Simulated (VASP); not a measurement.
Band structure of ZrSi (relaxed from the rock salt structure, space group Fm-3m). Method: PBE GGA, VASP's PBE PAW potentials (set 64) (plane waves; VASP).

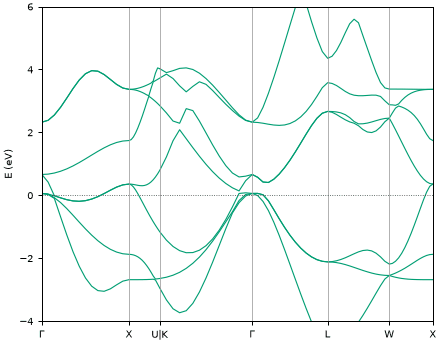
Figure. Bands along high-symmetry lines, zero at the valence-band maximum or, without a gap, the Fermi level

**Question.** Read the plot: is there a gap, and where are the band edges?

**Answer.** It has no gap at this level: it comes out as a metal or semimetal. (Edges off the drawn lines would not show.)

The structure was generated: ZrSi was put into the rock salt type (Fm-3m), which need not be its known phase. It was relaxed first, which changed the volume by -33 %.
